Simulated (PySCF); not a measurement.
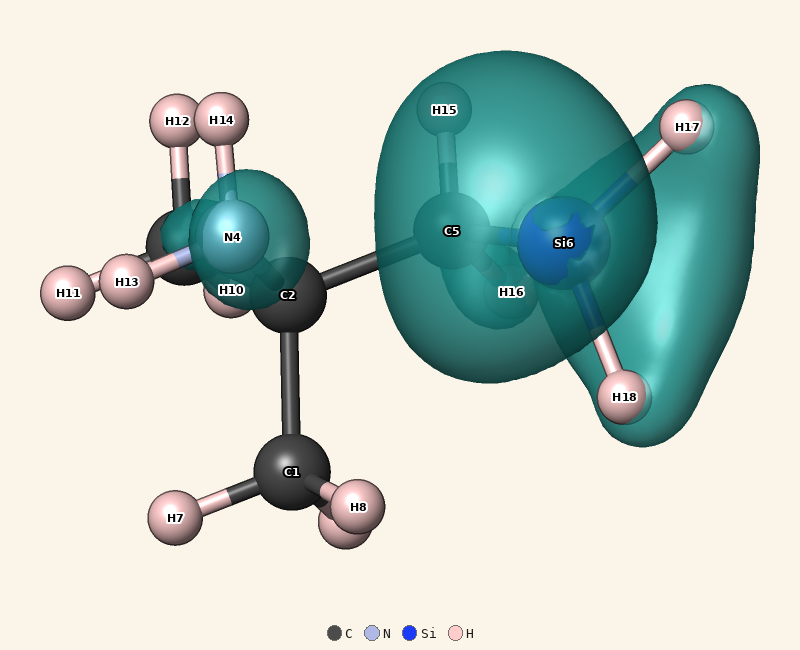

The picture shows: C4H12NSi (SMILES CC(C)(N)C[SiH2]) (doublet). Isosurface of the spin density (α minus β) at +0.015 e/Å³ (teal), seen at a tilt.

Geometry: GFN2-xTB.

Level of theory: UKS B3LYP, pcH-1 on C H N Si, non-relativistic, mean-field spin-orbit, GIAO (PySCF).

```xyz
18

C     0.0176   -0.7756    1.3656
C    -0.3802    0.0044    0.1128
C    -1.7634   -0.4665   -0.3647
N    -0.3634    1.4241    0.4575
C     0.6651   -0.1770   -0.9884
Si    2.2384    0.8092   -0.5935
H    -0.7443   -0.6697    2.1364
H     0.9558   -0.3912    1.7552
H     0.1330   -1.8323    1.1378
H    -1.7340   -1.5195   -0.6350
H    -2.5068   -0.3346    0.4211
H    -2.0800    0.1025   -1.2385
H    -0.9827    1.6144    1.2389
H    -0.6759    1.9798   -0.3319
H     0.2516    0.1805   -1.9340
H     0.8801   -1.2387   -1.1249
H     2.9774    1.1421   -1.8094
H     3.1030    0.1544    0.3831
```

Question: Describe the spin distribution.

Answer: The unpaired spin (1 electron) lies mostly on Si6 (about 0.8), in electrons by Hirshfeld's partition.
